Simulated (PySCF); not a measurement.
## PbF$_{3}$ (charge +1): single-point calculation

System: PbF$_{3}$, charge +1.
Method: RKS TPSS, Pb def2-SVP with ECP60, F def2-SVP; non-relativistic Hamiltonian with a scalar-relativistic core potential; density fitting (PySCF 2.14.0).

It belongs to a series of runs on one base structure; here: all atoms moved at random, sigma 0.1 A.

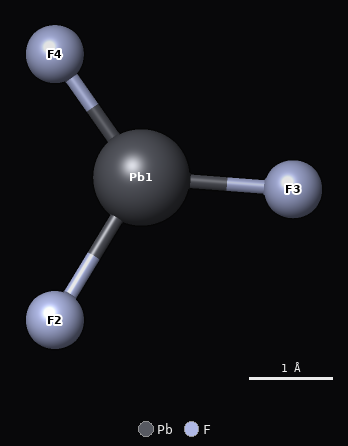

Fig. 1: The structure (ball-and-stick view, seen on its broad side; atoms are numbered from 1 in the order of the input). Sticks mark near contacts. Bond lengths as drawn: F–Pb 1.82 to 2.04 Å.

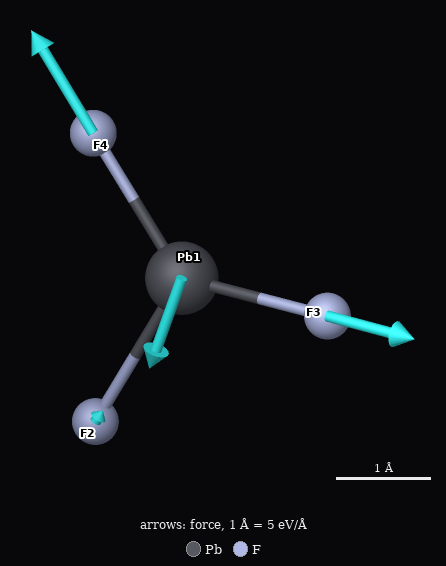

Fig. 2: Forces on the atoms as teal arrows (ball-and-stick view, seen at a tilt; atoms are numbered from 1 in the order of the input). The largest act on F4 (6.44 eV/Å); Pb1 (5.87 eV/Å); F3 (5.48 eV/Å). The geometry is not a stationary point of this energy.

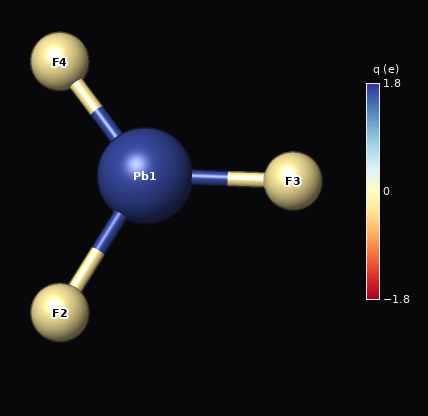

Fig. 3: Mulliken charges, as the colour of each atom (ball-and-stick view, seen at a tilt; atoms are numbered from 1 in the order of the input; Mulliken charges depend strongly on the basis). By element: Pb +1.67 and F −0.23 to −0.22 e.

The input that produced these results follows, with the program's output.

**Input file**
```python
mol = gto.M(atom='''
Pb    -0.12142     0.00585    -0.05210
F      1.92009     0.00793    -0.04008
F     -0.94644     1.64586     0.03086
F     -0.85221    -1.65963     0.01554''',
    basis={'Pb': 'def2-SVP', 'F': 'def2-SVP'},
    ecp={'Pb': 'def2-SVP'},
    charge=1, spin=0)
mf = dft.RKS(mol, xc='TPSS')
mf.grids.atom_grid = (50, 194)  # f atoms: at least (60, 302), unpruned
mf = mf.density_fit()  # Pb def2-universal-JKFIT, F def2-universal-JKFIT
mf.conv_tol = 1e-08; mf.max_cycle = 55
mf.kernel(dm0)
```

The script is an equivalent of the set-up of the self-consistent field. The run itself was carried out by a driver, which started from the orbitals of the step before it where there was one and computed the further properties.

Run as:
```bash
OMP_NUM_THREADS=2 python <driver script>
```

**Output**
```
init E= -491.856633600178
  HOMO = -0.574064801826556  LUMO = -0.453710142741095  gap/eV = 3.27502
cycle= 1 E= -491.701802088788  delta_E= 0.155  |g|= 0.171  |ddm|= 0.491
  HOMO = -0.525911505624557  LUMO = -0.466861851472999  gap/eV = 1.60682
cycle= 2 E= -491.622344603958  delta_E= 0.0795  |g|= 0.631  |ddm|= 0.851
  HOMO = -0.582569481832988  LUMO = -0.474742164236826  gap/eV = 2.93413
cycle= 3 E= -491.703488678737  delta_E= -0.0811  |g|= 0.16  |ddm|= 0.68
  HOMO = -0.574765276629326  LUMO = -0.476874233204217  gap/eV = 2.66375
cycle= 4 E= -491.707880553601  delta_E= -0.00439  |g|= 0.0547  |ddm|= 0.196
  HOMO = -0.575983769150557  LUMO = -0.474838984017921  gap/eV = 2.75229
cycle= 5 E= -491.708490873096  delta_E= -0.00061  |g|= 0.0063  |ddm|= 0.0459
  HOMO = -0.576392103048612  LUMO = -0.475058821346654  gap/eV = 2.75742
cycle= 6 E= -491.708490377277  delta_E= 4.96e-07  |g|= 0.00651  |ddm|= 0.00912
  HOMO = -0.57650281244656  LUMO = -0.475102428596589  gap/eV = 2.75924
cycle= 7 E= -491.708498844704  delta_E= -8.47e-06  |g|= 0.000599  |ddm|= 0.00569
  HOMO = -0.576511771692963  LUMO = -0.475061356959305  gap/eV = 2.76061
cycle= 8 E= -491.708498929385  delta_E= -8.47e-08  |g|= 2.83e-05  |ddm|= 0.00079
  HOMO = -0.57651914570564  LUMO = -0.475063495865875  gap/eV = 2.76075
cycle= 9 E= -491.708498929528  delta_E= -1.43e-10  |g|= 1.3e-05  |ddm|= 4.4e-05
  HOMO = -0.576512760555135  LUMO = -0.47506330618582  gap/eV = 2.76058
Extra cycle  E= -491.708498928827  delta_E= 7.01e-10  |g|= 5.84e-05  |ddm|= 6.93e-05
converged SCF energy = -491.708498928827
```

**Key numbers**

| quantity | value |
| --- | --- |
| outcome | converged |
| total energy | −491.708499 hartree |
| HOMO | −15.69 eV |
| LUMO | −12.93 eV |
| largest force (length of the vector) | 6.445 eV/Å |
| hardware | 2 threads of Arm Neoverse V1, 24 GiB of memory available, shared host |
| wall time | 1.9 s (CPU time 3.7 s) |
| peak memory | 1.4 GiB |
